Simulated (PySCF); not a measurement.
# CH₄F₃P₃Si: runs on many settings, part 2 of 2

PySCF 2.14.0. Atoms count from 0. The steps go on from the part before.

## (6) Spin-spin couplings: OLYP/6-31G*

The job: settings as JSON, then the geometry in Å.

```
{"job": {"kind": "j", "xc": "OLYP", "basis": "6-31G*", "scf": {"aux": "def2-universal-jkfit"}}, "charge": 0, "multiplicity": 1}
F     -2.244513    -2.066372    -0.005115
C     -2.329276    -0.729664     0.001883
F     -2.570852    -0.351374    -1.260778
F     -3.421396    -0.415505     0.711623
P     -0.792930     0.033908     0.778170
P     -0.572279     1.611611    -0.685776
P      0.495400    -0.299029    -0.927910
Si     2.469685    -0.048551     0.168348
H      0.372574     2.296448     0.095646
H      2.387324     0.952904     1.239044
H      3.418993     0.378810    -0.859343
H      2.788468    -1.363874     0.718181
```

Level: OLYP/6-31G* indirect spin-spin coupling, non-relativistic, gas phase.

What it wrote:

```text
final grid: 115216 points
cycle   1  E = -1653.2909093334  dE =  1.068e+00  |g| = 8.989e-01  |ddm| = 3.818e+00
cycle   2  E = -1652.9143492985  dE =  3.766e-01  |g| = 1.762e+00  |ddm| = 1.645e+00
cycle   3  E = -1653.4235038728  dE = -5.092e-01  |g| = 1.225e-01  |ddm| = 1.171e+00
cycle   4  E = -1653.4259974402  dE = -2.494e-03  |g| = 8.256e-02  |ddm| = 3.381e-01
cycle   5  E = -1653.4285004175  dE = -2.503e-03  |g| = 2.033e-02  |ddm| = 1.665e-01
cycle   6  E = -1653.4286297297  dE = -1.293e-04  |g| = 6.377e-03  |ddm| = 3.930e-02
cycle   7  E = -1653.4286440017  dE = -1.427e-05  |g| = 1.439e-03  |ddm| = 1.225e-02
cycle   8  E = -1653.4286444987  dE = -4.970e-07  |g| = 4.579e-04  |ddm| = 2.089e-03
cycle   9  E = -1653.4286445419  dE = -4.317e-08  |g| = 1.444e-04  |ddm| = 7.201e-04
cycle  10  E = -1653.4286445479  dE = -5.995e-09  |g| = 5.979e-05  |ddm| = 2.902e-04
cycle  11  E = -1653.4286445488  dE = -9.741e-10  |g| = 2.695e-05  |ddm| = 1.201e-04
converged SCF energy = -1653.4286445488

Indirect spin-spin couplings (Hz)
  i      j    bonds     total        FC       PSO       DSO        SD
  0 F    1 C    1   -308.467  -284.192   -30.212     1.643     4.294
  0 F    2 F    2     71.435    59.501   -32.267     0.264    43.938
  0 F    3 F    2     96.156    68.099   -20.178     0.085    48.150
  0 F    4 P    2     81.624    86.398   -12.226     0.228     7.224
  0 F    5 P    3     -6.928    -1.202    -3.250    -0.396    -2.079
  0 F    6 P    3      5.367     8.532    -3.798     0.195     0.439
  0 F    7 Si   4      0.264     0.152    -0.024     0.081     0.056
  0 F    8 H    4      2.741     3.561     0.483    -1.454     0.152
  0 F    9 H    5     -0.412     0.096     0.092    -0.605     0.005
  0 F   10 H    5     -0.703    -0.105     0.118    -0.705    -0.011
  0 F   11 H    5     -0.215    -0.082    -0.172     0.066    -0.028
  1 C    2 F    1   -326.114  -300.945   -30.940     1.697     4.074
  1 C    3 F    1   -307.159  -283.556   -29.642     1.623     4.415
  1 C    4 P    1    -32.561   -33.214    -4.325     0.508     4.469
  1 C    5 P    2      9.098     9.351    -0.267     0.131    -0.117
  1 C    6 P    2     10.261    10.691    -0.488     0.152    -0.094
  1 C    7 Si   3     -6.705    -6.674    -0.018     0.024    -0.036
  1 C    8 H    3      7.231     7.482     0.015    -0.266         -
  1 C    9 H    4     -0.472    -0.358     0.007    -0.121         -
  1 C   10 H    4      3.378     3.541     0.031    -0.195         -
  1 C   11 H    4     -0.403    -0.334    -0.015    -0.054         -
  2 F    3 F    2     81.311    63.312   -27.739     0.220    45.518
  2 F    4 P    2    -37.529   -24.852   -27.197     0.154    14.367
  2 F    5 P    3    117.971   115.221     1.932     0.487     0.331
  2 F    6 P    3     29.621    30.029    -1.305     0.371     0.525
  2 F    7 Si   4     -0.910    -0.781    -0.449     0.155     0.165
  2 F    8 H    4      8.968    10.328     0.293    -1.493    -0.159
  2 F    9 H    5      2.675     3.310     0.110    -0.800     0.055
  2 F   10 H    5     -0.213     0.329     0.158    -0.672    -0.028
  2 F   11 H    5     -0.605    -0.117     0.245    -0.673    -0.060
  3 F    4 P    2    131.477   130.986    -6.465     0.223     6.733
  3 F    5 P    3     -0.893     1.022    -1.643    -0.108    -0.164
  3 F    6 P    3     -3.352     0.961    -3.168    -0.435    -0.710
  3 F    7 Si   4     -1.295    -1.143    -0.093     0.167    -0.226
  3 F    8 H    4     -0.758     0.120     0.203    -0.988    -0.093
  3 F    9 H    5     -0.285     0.079     0.197    -0.586     0.024
  3 F   10 H    5      3.480     4.008     0.330    -0.910     0.053
  3 F   11 H    5     -0.400    -0.022     0.264    -0.645     0.002
  4 P    5 P    1   -112.815  -101.541   -24.830     0.302    13.255
  4 P    6 P    1   -129.749  -112.616   -28.968     0.337    11.500
  4 P    7 Si   2    -15.788   -16.023     0.201    -0.039     0.074
  4 P    8 H    2     14.401    13.859     0.613     0.274    -0.345
  4 P    9 H    3     10.522     9.716     0.517     0.380    -0.091
  4 P   10 H    3     24.907    25.282     0.147    -0.432    -0.089
  4 P   11 H    3     -0.399    -0.286    -0.116     0.058    -0.055
  5 P    6 P    1   -175.880  -180.116    -4.265     0.278     8.223
  5 P    7 Si   2     -1.947    -3.959     1.742     0.005     0.264
  5 P    8 H    1    128.589   125.921     0.913     0.921     0.833
  5 P    9 H    3      4.990     5.236    -0.085     0.159    -0.320
  5 P   10 H    3     -0.569    -0.205    -0.107    -0.125    -0.133
  5 P   11 H    3     -6.498    -5.615    -0.224    -0.480    -0.179
  6 P    7 Si   1     60.379    60.675     7.446    -0.114    -7.628
  6 P    8 H    2     10.445    10.253     0.929     0.033    -0.769
  6 P    9 H    2      4.489     4.753    -0.095    -0.163    -0.006
  6 P   10 H    2     28.276    28.467    -0.303    -0.015     0.126
  6 P   11 H    2     20.598    20.686    -0.147    -0.026     0.085
  7 Si   8 H    3    -11.303   -11.247     0.085    -0.213     0.072
  7 Si   9 H    1   -193.859  -193.959     0.965    -0.269    -0.596
  7 Si  10 H    1   -190.586  -190.714     0.988    -0.239    -0.622
  7 Si  11 H    1   -196.257  -196.396     1.020    -0.244    -0.637
  8 H    9 H    4      1.022    -0.733    -0.641     2.396         -
  8 H   10 H    4     -0.159    -0.345    -0.134     0.320         -
  9 H   10 H    2     -0.328     1.306     0.257    -1.891         -
  9 H   11 H    2     -0.169     1.464     0.251    -1.884         -
 10 H   11 H    2     -1.499     0.346     0.328    -2.173         -
```

Wall time 32 s (1 thread of Intel Xeon Platinum 8488C, shared host); peak memory 0.57 GiB.

The basis is not made for couplings: without tight functions at the nuclei these values are rough.

A choice of the couplings up to four bonds, sorted by the number of bonds, with means over like pairs; isotopes 13C, 19F, 1H, 31P, 29Si:

```tsv
pair	bonds	J (Hz)	Fermi contact (Hz)	dihedral (°)
F0–C1	1	-313.9	-289.6	–
Si7–H9	1	-193.6	-193.7	–
P5–P6	1	-175.9	-180.1	–
P4–P6	1	-129.7	-112.6	–
P5–H8	1	128.6	125.9	–
P4–P5	1	-112.8	-101.5	–
P6–Si7	1	60.4	60.7	–
C1–P4	1	-32.6	-33.2	–
F0–F2	2	83.0	63.6	–
F0–P4	2	58.5	64.2	–
P6–H9	2	17.8	18.0	–
P4–Si7	2	-15.8	-16.0	–
P4–H8	2	14.4	13.9	–
P6–H8	2	10.4	10.3	–
C1–P6	2	10.3	10.7	–
C1–P5	2	9.1	9.4	–
P5–Si7	2	-1.9	-4.0	–
F0–P5	3	36.7	38.3	–
P4–H9	3	11.7	11.6	–
Si7–H8	3	-11.3	-11.2	-1
F0–P6	3	10.5	13.2	–
C1–H8	3	7.2	7.5	168
C1–Si7	3	-6.7	-6.7	-162
F0–H8	4	3.7	4.7	–
```

The spin-dipole term was solved for some atoms only; pairs without it lack that part.

Joined with the shifts from before (PBE0/pcSseg-1, unscaled), the couplings predict the line list below for 300 MHz.

1H NMR δ 3.99 (dd, J = 17.8, 11.7 Hz, 3H), 0.62 (m, 1H).

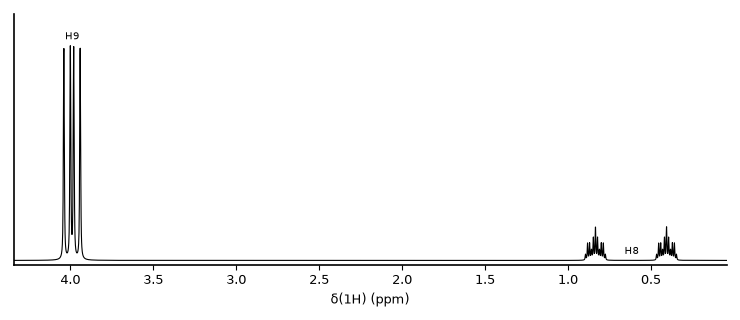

Simulated proton spectrum at 300 MHz, by exact diagonalisation of each spin system; lines 1.2 Hz wide, exchangeable protons uncoupled.

## (7) Side by side: electronic excitations

Excitations and ground-state properties, with basis size and wall time:

```tsv
run	lowest singlet (eV)	brightest (eV)	f	gap (eV)	α (Å³)	μ (D)	functions	time
PBE0/def2-SVPD	5.11	5.61	0.016	6.41	17.38	3.10	217	39 s
HF/def2-SVPD	5.79	7.32	0.370	11.94	16.34	3.64	217	22 s
```

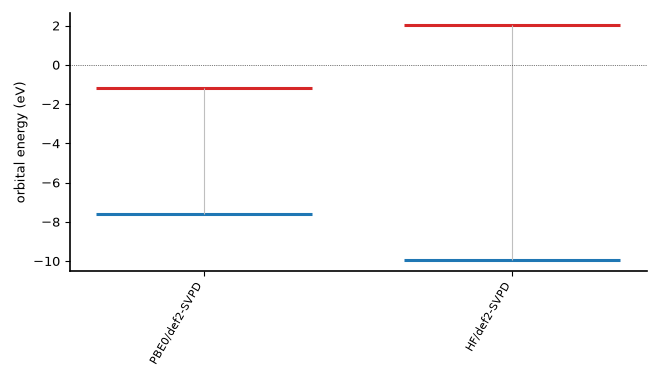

HOMO (blue) and LUMO (red) run by run.

## (8) What came out

The summary covers parts 1 to 2.

```
                                                                 quantity                                            value
                                   13C shifts against TMS (PBE0/pcSseg-1)                                        139.1 ppm
   1H shifts against TMS (PBE0/pcSseg-1, means over atoms taken as alike)                                   3.99, 0.62 ppm
19F shifts against CFCl3 (PBE0/pcSseg-1, means over atoms taken as alike)                                        -65.8 ppm
                                 31P shifts against H3PO4 (PBE0/pcSseg-1)                       -183.5, -275.3, -333.9 ppm
                                  29Si shifts against TMS (PBE0/pcSseg-1)                                        -49.4 ppm
                                          lowest singlet (PBE0/def2-SVPD)                      5.11 eV (242 nm), f = 0.009
                                 brightest single state of those computed                      state 3, 5.61 eV, f = 0.016
                                                           lowest triplet                                          4.37 eV
                              largest coupling of the table (OLYP/6-31G*)                         1J(F,C) F0–C1, -313.9 Hz
                                              range of the lowest singlet                                  5.11 to 5.79 eV
                                            property runs in this session  5, of which 0 failed and 1 gave unsound results
```

What this shows: Single values in the summary come from the first run of each kind that ended normally (PBE0/pcSseg-1; PBE0/def2-SVPD; OLYP/6-31G*), which need not be the best level. At PBE0/pcSseg-1: Shielding is most anisotropic at P4 (span 507 ppm, paramagnetic term -464 ppm). The first singlet state (HOMO→LUMO 0.95) lies at 5.11 eV and is weak; of the 6 states computed, the strongest absorption comes from states 2 to 3 together at 5.61 eV. The lowest triplet lies 0.74 eV below the lowest singlet (triplets in Tamm-Dancoff, singlets in full TDDFT). In the run at OLYP/6-31G*, the largest coupling of the table is F0–C1 (mean over like pairs), -313.9 Hz, of which the Fermi-contact term gives -289.6 Hz. Density functionals describe couplings to fluorine poorly, F–F couplings above all, so those rows are rough. The lowest singlet runs from 5.11 eV (PBE0/def2-SVPD) to 5.79 eV (HF/def2-SVPD), while the orbital gap spans 6.41 to 11.94 eV: the excitation energy moves far less from run to run than the orbital gap does. The lowest state need not be the same one in every run. The runs solved for a few states only, so the brightest column depends on that window. Couplings from bases without tight functions are rough.
